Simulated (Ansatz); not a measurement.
```xyz
6

F     1.8292    0.2841    1.0667
N    -0.4509   -0.8524    0.5367
O    -0.3976    1.5764    2.1079
Si    0.2615    0.4541    1.3197
H     0.0739   -1.5548    0.0333
H    -1.4513   -0.9962    0.5345
```

Geometry: B3LYP/6-31G*.

Theory: isolated molecule in a Gaussian basis; Kohn-Sham density functional theory, functional PBE0 (Ansatz).

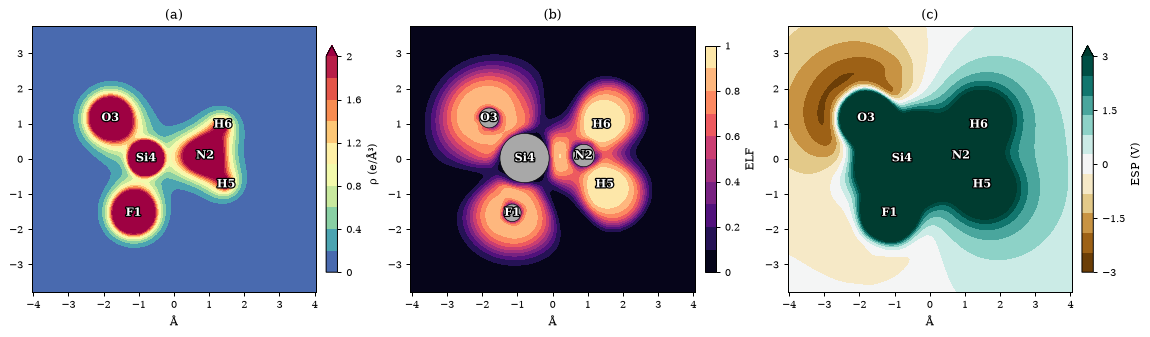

FH$_{2}$NOSi. (a) total electron density; (b) ELF; (c) electrostatic potential on the molecular plane. Grey discs cover the atomic cores in the ELF map.

**Read the bonding off the picture.**

The section cuts through F, N, O, Si and H sites.
Si–O (1.52 Å): ρ is about 1.5 e/Å³ halfway; the ELF peaks at about 0.80 between the atoms; a polar covalent bond.
Si–F (1.60 Å): ρ is about 1.2 e/Å³ halfway; the ELF peaks at about 0.85 in the valence shell of F, 0.6 Å from its nucleus, and is about 0.40 at the midpoint.
Si–N (1.68 Å): ρ at the midpoint is about 1.2 e/Å³; the ELF peaks at about 0.90 between the atoms; a polar covalent bond.
N–H (1.01 Å): ρ is about 2.9 e/Å³ halfway; the ELF climbs to about 1 towards the hydrogen, as it does in any bond to H; a covalent bond by its length.
The ELF also peaks beside F1 and O3, away from the bonds: lone-pair regions.
Outside the dense part of the molecule the potential is most negative (−2.5 V) near O3.
